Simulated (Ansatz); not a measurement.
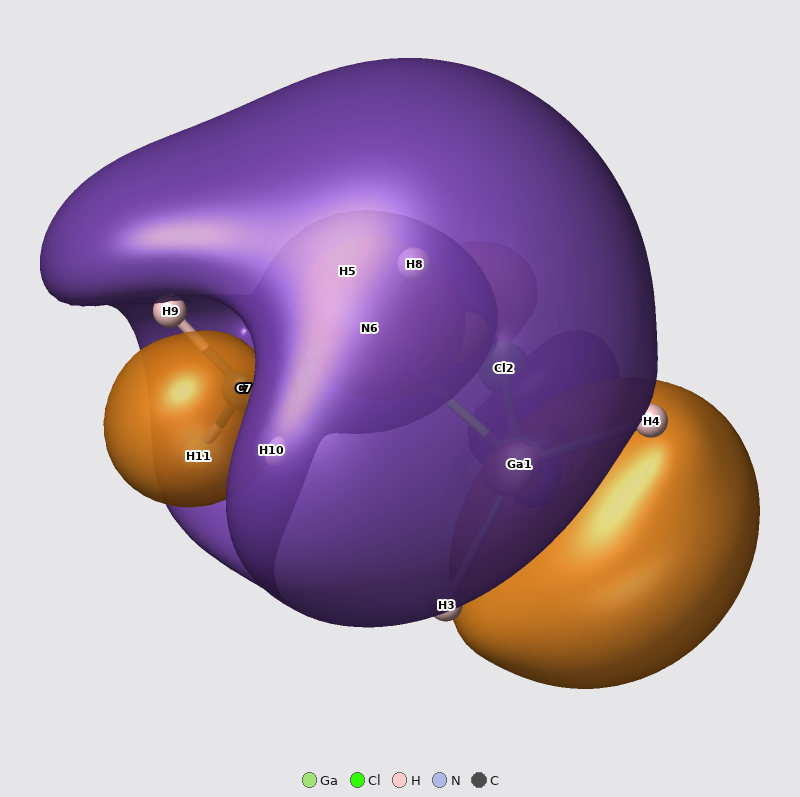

*CH$_{7}$ClGaN. One frontier orbital at ±0.05 Å⁻³ᐟ² (orange and purple are the two phases), seen at a tilt.*

These are results of Ansatz, RKS BLYP/def2-SVP, not measurements.

```xyz
11

Ga   -1.5386   -0.7297   -0.2600
Cl   -0.9391   -2.8322    0.2977
H    -1.3463   -0.4127   -1.7987
H    -2.6624   -0.1362    0.6837
H     0.7270   -0.7503    0.9449
N     0.2787    0.1150    0.6009
C     1.1930    0.8743   -0.2933
H     0.0373    0.6672    1.4375
H     2.1358    1.1666    0.2139
H     0.6805    1.7868   -0.6521
H     1.4341    0.2514   -1.1745
```

Q: Which orbital is it: HOMO or LUMO?

A: The LUMO, at −0.42 eV. By Hirshfeld shares it lies mainly on Ga1 (about 25 %), H8 (about 20 %), N6 (about 15 %), C7 (about 10 %) and H5 (about 10 %).
